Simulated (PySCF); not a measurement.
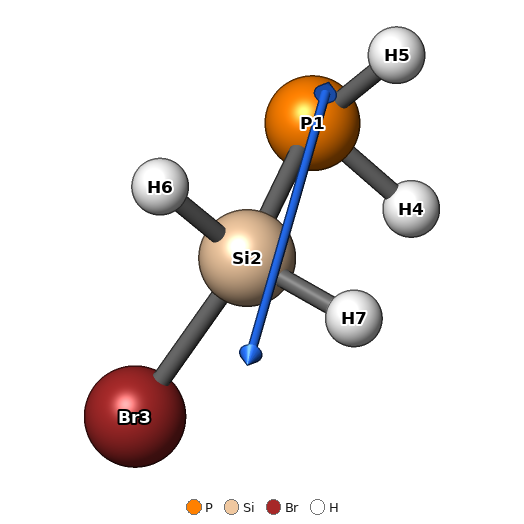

The double arrow shows the direction of the transition dipole to excited singlet state 9 (its length means nothing). Computed geometry: PBE0-D3(BJ)/def2-SVP optimisation. No frequency run is at hand to confirm it as a minimum. Level of theory: TDDFT LDA/def2-SVPD, vertical, gas phase, core orbitals frozen in the response (PySCF 2.14.0).

Question: How is the transition polarised?

Answer: Nearly parallel to the P1–Si2 bond.

Question: Where does the transition lie, and how strong is it?

Answer: 6.57 eV (189 nm), oscillator strength 0.069, of mixed character, with the largest part HOMO−1 → LUMO+2 (weight 0.32); transition dipole 1.67 D.
